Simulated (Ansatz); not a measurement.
The calculation's input:

```
crystal:
  periodic: [false, false, false]
  atoms:
    - { symbol: Zr, position_ang: [0.0, 0.0, 0.0] }
    - { symbol: O, position_ang: [0.0, 0.0, 2.07] }
    - { symbol: H, position_ang: [-0.9095, -0.2814, 2.4071] }
    - { symbol: O, position_ang: [1.952, 0.0, -0.6893] }
    - { symbol: H, position_ang: [2.2684, -0.9521, -0.806] }
    - { symbol: F, position_ang: [-0.9326, 1.6157, -0.6593] }
    - { symbol: F, position_ang: [-0.9326, -1.6157, -0.6593] }
basis:
  gaussian: { orbitals: def2-SVP }
hamiltonian:
  xc: pbe
relax:
  f_tol: 0.02
  max_steps: 40
output:
  orbitals: {}
```

Launched as:

```sh
ansatz run input.yaml --threads 1 --pin off --max-ram 2048MiB --backend cpu --events-out ev --progress --plain --runs-dir out
```

The fields are those of the run's last geometry, not of the input's.

Core potentials replace the inner electrons of Zr.

The calculation used RKS PBE/def2-SVP in Ansatz.

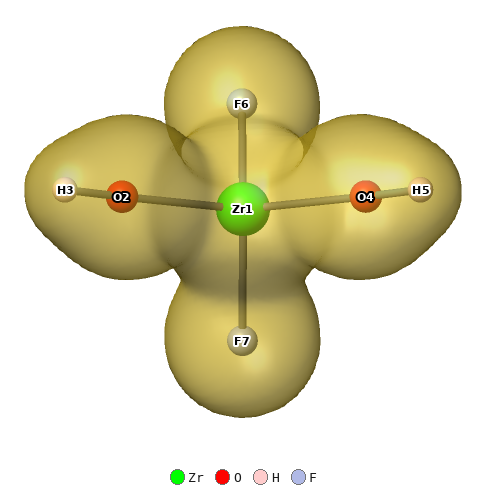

F₂H₂O₂Zr. Isosurface of the electron density at 0.2 e/Å³ (yellow), seen from one side.

> What does this surface tell about the bonding?

At this value the surface is in one piece. It bridges the sampled Zr–O (1.92 Å), Zr–F (1.93 Å) and O–H (0.97 Å) contacts, where the density stays above the isovalue. On the grid the lowest density along these lines, outside the cores, is 0.84 e/Å³ (Zr–O, 1.92 Å), 0.84 e/Å³ (Zr–F, 1.93 Å) and 2.3 e/Å³ (O–H, 0.97 Å).
